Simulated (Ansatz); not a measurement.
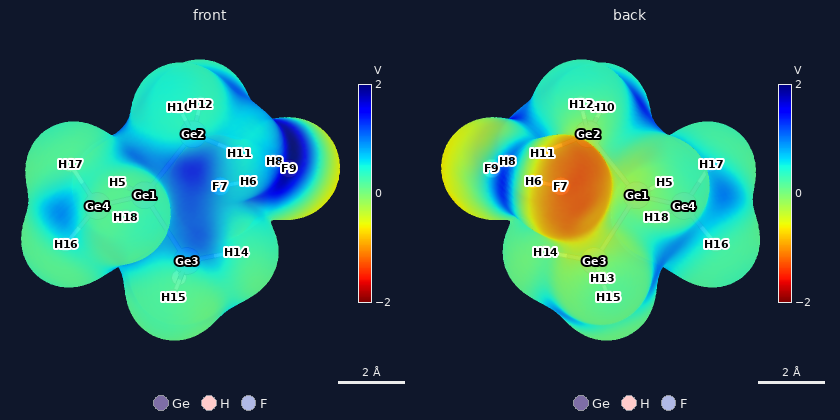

Figure. Ge4H10···HF···HF. The electrostatic potential painted on the density surface at 0.002 e/bohr³, seen from the front and from behind; the colour scale runs from red (negative) to blue (positive).

The reactant side of a reaction path; geometry: PBE0-D4/def2-TZVP.

Level of theory: Ansatz 0.2.0, RKS PBE0-D4/def2-TZVPP.

Input file:

```
crystal:
  periodic: [false, false, false]
  atoms:
    - {symbol: Ge, position_ang: [-0.734629, -0.164829, -0.778208]}
    - {symbol: Ge, position_ang: [-0.986254, 0.636508, 1.498859]}
    - {symbol: Ge, position_ang: [1.615612, -0.444774, -1.324448]}
    - {symbol: Ge, position_ang: [-1.910192, -2.279011, -0.961914]}
    - {symbol: H, position_ang: [-1.394022, 0.872356, -1.703797]}
    - {symbol: H, position_ang: [1.663850, 2.599544, 0.449837]}
    - {symbol: F, position_ang: [1.213615, 2.636737, -0.368000]}
    - {symbol: H, position_ang: [1.488729, 1.466005, 2.252870]}
    - {symbol: F, position_ang: [2.121563, 2.124526, 2.037305]}
    - {symbol: H, position_ang: [-2.068781, -0.108440, 2.297566]}
    - {symbol: H, position_ang: [0.334422, 0.345919, 2.284497]}
    - {symbol: H, position_ang: [-1.230063, 2.148635, 1.600344]}
    - {symbol: H, position_ang: [2.030251, 0.475922, -2.477024]}
    - {symbol: H, position_ang: [2.479490, -0.156059, -0.085967]}
    - {symbol: H, position_ang: [1.855529, -1.909326, -1.738515]}
    - {symbol: H, position_ang: [-1.793061, -2.840916, -2.388355]}
    - {symbol: H, position_ang: [-3.398639, -2.112468, -0.611400]}
    - {symbol: H, position_ang: [-1.287521, -3.290030, 0.016350]}
basis:
  gaussian: {orbitals: def2-TZVPP}
hamiltonian: {xc: pbe0, dispersion: d4}
output: {orbitals: {seedname: orbitals}}
```

Launched as:

```sh
ansatz run in.yaml --threads 4 --pin off --events-out ev --progress --plain --max-ram 63488MiB --backend cuda --devices 0, --max-vram 37GiB
```

Where is the surface potential most negative and most positive?

Answer. The most negative region (about −1.2 V) lies over F7, the most positive (about +1.8 V) over H8.
